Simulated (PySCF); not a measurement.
C4F10, SMILES FC(F)(F)C(F)(F)C(F)(F)C(F)(F)F, singlet at its GFN2-xTB optimised geometry (Å):

```
14

F     -0.7993    -0.1646    -1.1174
C     -0.3834     0.4126     0.0000
F      0.9440     0.4126     0.0000
F     -0.8029     1.6710     0.0000
C     -0.9440    -0.3530     1.2416
F     -2.2654    -0.1251     1.3254
F     -0.7754    -1.6710     1.0550
C     -0.2402     0.0644     2.5675
F     -0.0371     1.3924     2.5875
F      0.9631    -0.5263     2.6269
C     -1.0652    -0.3331     3.8337
F     -2.1205     0.4591     3.9701
F     -1.4902    -1.5878     3.7506
F     -0.3161    -0.2189     4.9203
```

Computed with B3LYP/def2-TZVP (PySCF 2.14.0). Cells within 0.4 Å of a nucleus heavier than hydrogen are left out (blank, or x).

Map of the electrostatic potential (hartree/e), clipped to [-0.08, 0.12] on the plane z = 1.5 Å:

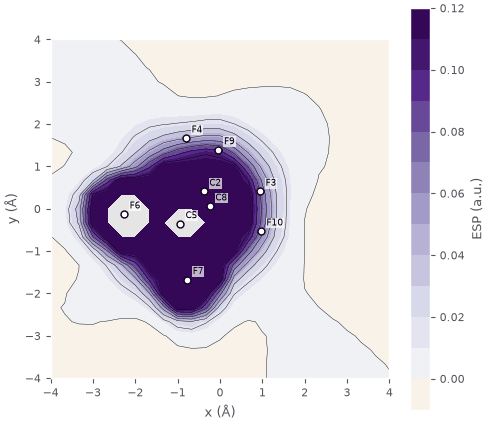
Figure. Electrostatic potential (hartree/e), clipped to [-0.08, 0.12] on the plane z = 1.5 Å.
